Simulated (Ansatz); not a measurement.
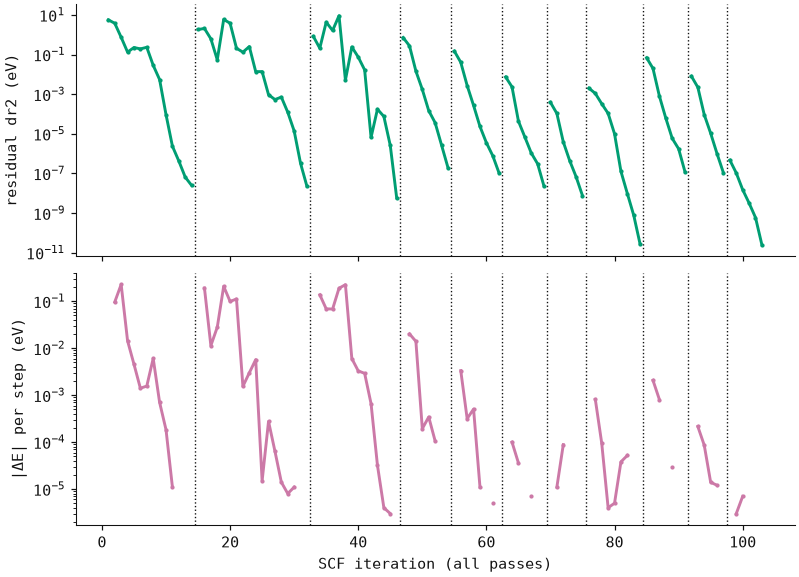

The plot shows the SCF iterations of a calculation: density residual dr2, step-to-step change of the Harris–Foulkes energy. Each stretch between dotted lines is the SCF of one geometry step of a relaxation. Energy differences below 3 × 10⁻⁶ eV aren't drawn. The starting density is a sum of atomic densities corrected by a trained network. Passes 8 and 11 re-solve the same geometry on a plane-wave basis chosen afresh for the new cell.

Hf2Ti (3 atoms in the cell), run with Ansatz.

```
crystal:
  lattice:
    - [4.8724045747, 0.0, 0.0]
    - [-2.4362022874, 4.2196261392, 0.0]
    - [0.0, 0.0, 2.9954684426]
  atoms:
    - { symbol: Hf, position: [0.3333333333, 0.6666666667, 0.5] }
    - { symbol: Hf, position: [0.6666666667, 0.3333333333, 0.5] }
    - { symbol: Ti, position: [0.0, 0.0, 0.0] }
basis:
  ecutwfc: 420
kpoints:
  mp_grid: { grid: [1, 1, 1] }
hamiltonian:
  xc: pbe
scf:
  occupations: { method: gaussian, width: 0.1 }
  max_iter: 60
output:
  forces: true
  eigenvalues: true
  stress: true
relax:
  adjacent_minimum: "off"
  f_tol: 0.01
  max_steps: 80
  cell: { stress_tol: 0.05 }
```

Launched with:
```bash
ansatz run input.yaml --threads 1 --pin off --max-ram 2560MiB --backend cpu --events-out ev --progress --plain --runs-dir out
```

Was self-consistency reached?

The run converged; it took 103 iterations in all. There are 11 passes, of 14, 18, 14, 8, 8, 7, 6, 9, 7, 6 and 6 iterations. In pass 2 (steps counted along the axis), the residual comes down, with one marked jump up, by a factor of about 100, at step 19. The relaxation met its thresholds.

Is anything amiss with this input?

The input holds a fault (one k-point for a small cell). The SCF closed all the same, which doesn't make the results meaningful for the real system.
